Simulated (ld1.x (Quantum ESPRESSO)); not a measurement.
```yaml
element: oxygen
generator: ld1.x (Quantum ESPRESSO) 7.5
type: norm-conserving Troullier–Martins (Kleinman–Bylander form)
functional: PBE
relativity: non-relativistic
frozen_core: [He]
valence_charge: 6
reference_configuration: 2s2 2p4
partial_waves: 2s (bound): rc 0.90 bohr; 2p (bound): rc 1.50 bohr; 3d channel at 0.4 Ry: rc 1.30 bohr
local_potential: all-electron potential smoothed inside 1.35 bohr (lloc = -1)
core_correction: a·sin(br)/r model core inside 0.75 bohr
```

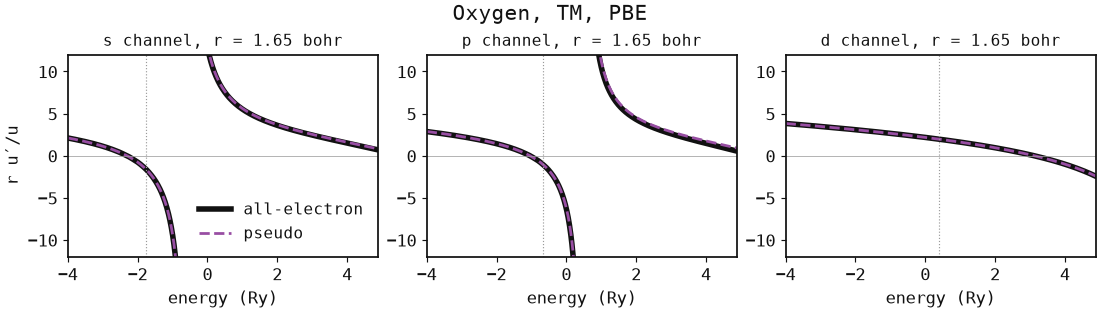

Logarithmic derivatives r u′/u at the test radius against energy, all-electron atom (solid) and pseudo-atom (dashed). Here u = r R(r). The dotted line marks the reference energy of the channel.

Q: What does the plot say about ghosts?

A: The plot shows none: pseudo and all-electron curves have the same branches in all channels drawn. The separate test gives: no ghost state below the valence levels in the s, p, d, f channels.

Q: Where do the curves cross zero?

A: s: all-electron -2.3 Ry, pseudo -2.3 Ry; p: all-electron -1.1 Ry, pseudo -1.1 Ry; d: all-electron 3.1 Ry, pseudo 3.1 Ry.
